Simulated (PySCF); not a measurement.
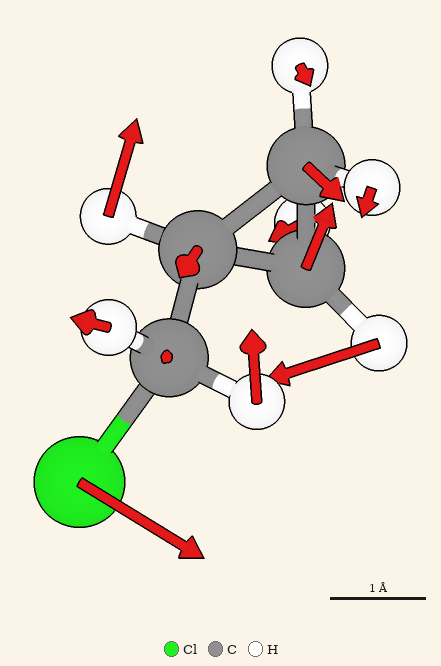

This is a relaxation of C4H7Cl. The starting structure is drawn; red arrows show the displacements, 10 times their true length. The two geometries are superimposed by the best rigid fit.

Style: ball-and-stick. Shown from a free direction.

The start comes from MMFF94s. Its atoms were then displaced at random by about 0.03 Å.

The calculation used PBE0-D3(BJ)/def2-SVP geometry optimisation, gas phase in PySCF 2.14.0, density-fitted response routines. 

Describe the change and its energy.

The energy falls by 0.382 eV in 9 geometry steps. The atom that moves furthest after the best rigid fit is the Cl atom (0.16 Å). Largest moves by element: Cl 0.16 Å, H 0.13 Å, C 0.08 Å. Near-neighbour distances that change, for instance: C–C 1.433 → 1.497 Å, C–C 1.545 → 1.499 Å, C–H 1.137 → 1.094 Å, C–C 1.465 → 1.504 Å. Among the angles between lasting bonds that change: C–C–H 127.9° → 117.4°, C–C–H 110.5° → 118.7°, C–C–H 106.5° → 114.2°. Cost: 37 s on 1 thread of Arm Neoverse V1 (shared host).
